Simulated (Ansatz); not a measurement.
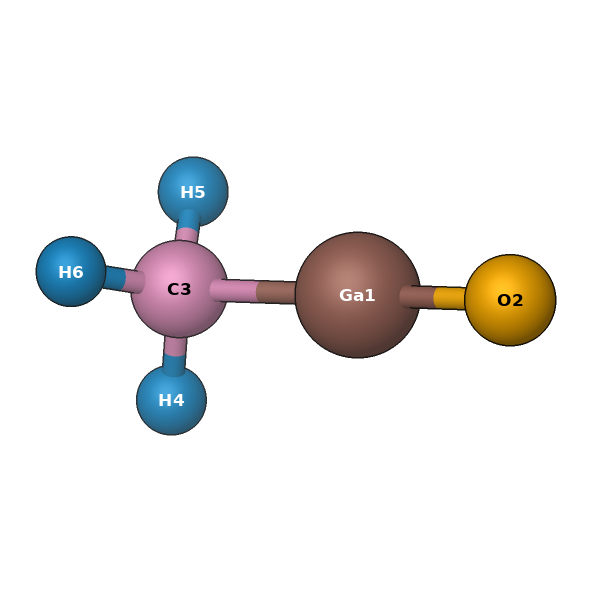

Computed geometry: PBE0-D4/def2-TZVP optimisation.

What are the angles O2–Ga1–C3, Ga1–C3–H4, H4–C3–H5?

| angle | degrees |
| --- | --- |
| O2–Ga1–C3 | 180.0 |
| Ga1–C3–H4 | 109.7 |
| H4–C3–H5 | 109.2 |
